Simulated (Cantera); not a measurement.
Charge: 1 mol Si, 0.08 mol CO₂, 16 mol CO, held at 0.00133 bar.

Method: chemical equilibrium by Gibbs-energy minimisation in Cantera with the NASA 1993 tables (ideal gas, pure condensed phases). Candidate condensed phases: C, Si, SiC, SiO₂; 20 gas species. Mutual solubility and eutectic melting of coexisting phases are not modelled. The tables hold silica as quartz up to 1696 K and as liquid above; real silica turns to tridymite and cristobalite and melts near 1996 K. The numbers say what is thermodynamically allowed, not how fast it happens.

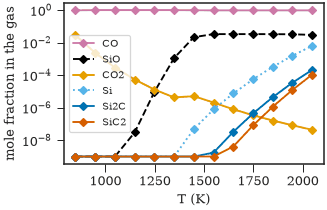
Figure: Equilibrium gas composition (values under 1e-9 drawn at 1e-9)

From 848 K to 1248 K the condensed part is C(graphite) + SiO₂(β-quartz). From 1348 K to 1448 K the condensed part is SiC(s) + SiO₂(β-quartz). From 1548 K to 2048 K the condensed part is SiC(s).
